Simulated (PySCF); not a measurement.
**C2H6AlF, SMILES `C[Al](C)F`: what the electrons do**

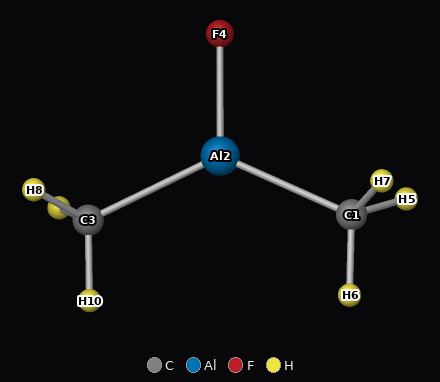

The molecule, with its atoms numbered as below. No frequency check shows the geometry to be a minimum.

Cartesian coordinates (Å):

```
C1       1.8091   -0.8048    0.0004
Al2      0.0031    0.0251    0.0007
C3      -1.8020   -0.8131    0.0006
F4      -0.0129    1.6843   -0.0021
H5       2.3868   -0.4897   -0.8740
H6       1.7882   -1.8957    0.0022
H7       2.3922   -0.4660    0.8741
H8      -2.3812   -0.4992    0.8744
H9      -2.3756   -0.5228   -0.8737
H10     -1.7762   -1.9040    0.0006
```

Part 1: Bonding charge

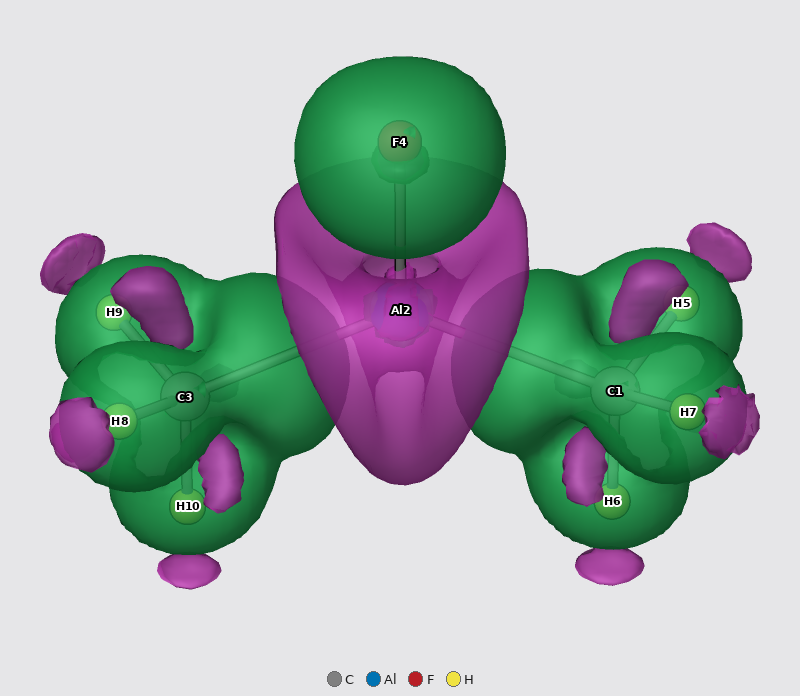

Deformation density (molecule less spherical, spin-averaged free atoms at the same positions), surfaces at ±0.04 e/Å³; green: gain, purple: loss.

Computed with PySCF, ωB97X/def2-TZVP, geometry: GFN2-xTB.

**How much density has each bond gained at its critical point, relative to the free atoms?**

C3–H9: +0.68 e/Å³ at the bond critical point (bond length 1.08 Å, Mayer order 1.0). C1–H6 and C3–H10: +0.68 e/Å³ at the bond critical point (bond length 1.09 Å, Mayer order 1.0). C1–H5 and C3–H8: +0.66 e/Å³ at the bond critical point (bond length 1.09 Å, Mayer order 1.0). C1–H7: +0.65 e/Å³ at the bond critical point (bond length 1.10 Å, Mayer order 0.9). C1–Al2 and Al2–C3: +0.17 e/Å³ at the bond critical point (bond length 1.99 Å, Mayer order 1.0). Al2–F4: +0.08 e/Å³ at the bond critical point (bond length 1.66 Å, Mayer order 1.1); up to 0.6 Å beside the axis the gain reaches +0.35 e/Å³. In all, 2.4 electrons gather in the regions of gain relative to the promolecule. A small or negative value marks a very polar bond, one between electron-rich atoms, whose free-atom densities already overlap strongly, a long bond to a heavier atom, or a closed-shell contact such as a hydrogen bond.

**Where do the Hirshfeld charges lie?**

The highest Hirshfeld charge is on Al2 (+0.67 e), the lowest on F4 (−0.31 e).

Part 2: Bond critical points

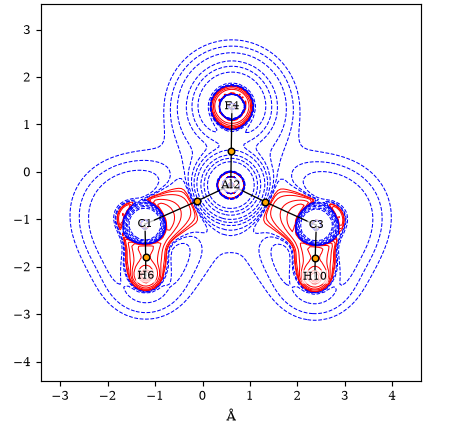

Negative Laplacian of the density (−∇²ρ) in the plane of C1, Al2, C3, F4, H6 and H10 (solid red lines positive, dashed blue lines negative, contours at ±0.02 to ±8 a.u.), with bond paths and bond critical points (dots).

**At which bond critical points in this plane is charge locally concentrated, and at which depleted?**

Concentrated (∇²ρ < 0): C1–H6 and C3–H10 (−0.90 a.u.). Depleted (∇²ρ > 0): Al2–F4 (+0.90 a.u., H = −0.008); C1–Al2 and Al2–C3 (+0.22 a.u., H = −0.028).

**Where along C1–H6 does the critical point lie?**

0.69 Å from C1 and 0.40 Å from H6.

Part 3: Electrostatic potential

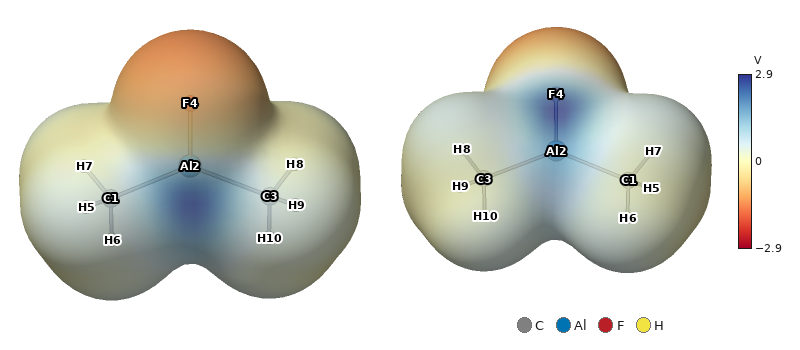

Electrostatic potential on the surface of electron density 0.001 a.u. (back view left, front view right).

**Where are the extremes of the potential on the surface?**

Highest: 2.81 V, over Al2, off the plane of its three bonds (1.8 Å). Further maxima include 0.55 V, 1.4 Å from H6. Lowest: −1.38 V, 1.7 Å from F4. Further minima include −0.24 V, near H5 (1.84 Å), H7 (1.92 Å), H6 (1.95 Å) and C1 (2.02 Å), and at like points elsewhere. The surface is sampled at points, so like sites can differ by a few per cent and only the strongest of them is named.

**What volume does the surface enclose, and what is the dipole moment?**

About 109 Å³; the dipole moment is 1.9 D.

Part 4: In an electric field

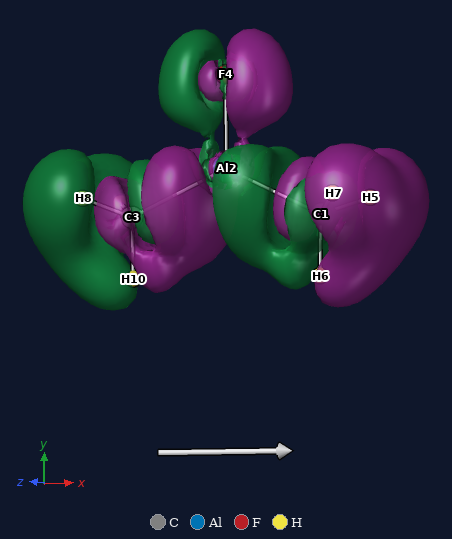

Change of the electron density in a uniform field of 0.21 V/Å along +x (arrow), surfaces at ±0.001 e/Å³ (green: gain, purple: loss).

PySCF calculation, ωB97X/def2-TZVP, gas phase; geometry: GFN2-xTB. A basis without diffuse functions makes polarisabilities too small.

**What dipole is induced, and what polarisability does it imply?**

The induced dipole is 0.60 D (along the field); α along this axis, from the fields in both directions, is 59 bohr³ (8.7 Å³).

**Which atoms gain and lose the most charge?**

Electrons gather most on H8 and H9 alike (Hirshfeld charge changes by −0.007 e) and leave H5 and H7 alike most (+0.007 e); 0.053 electrons are displaced in all.

Part 5: Removing or adding an electron

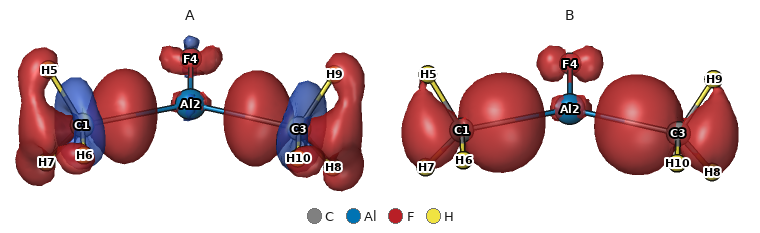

The Fukui function f⁻ from two separate SCF calculations and the density of the HOMO, at ±0.04 e/Å³ (red positive, blue negative).

Method: ωB97X/def2-TZVP; geometry: GFN2-xTB; program: PySCF.

**Which panel is which, and how good is the frozen-orbital picture?**

A is f⁻ (it has negative regions), B the HOMO density. The HOMO lies on C1 and C3 (29 % each) and Al2 (19 %); f⁻ (Hirshfeld-condensed) is largest on C1 and C3 (0.18 each) and Al2 (0.16); the vertical ionisation energy is 10.27 eV (the stability of the cation's solution wasn't checked). Relaxation shifts 26 % of the electron between atoms. The orbital energy is −10.31 eV.
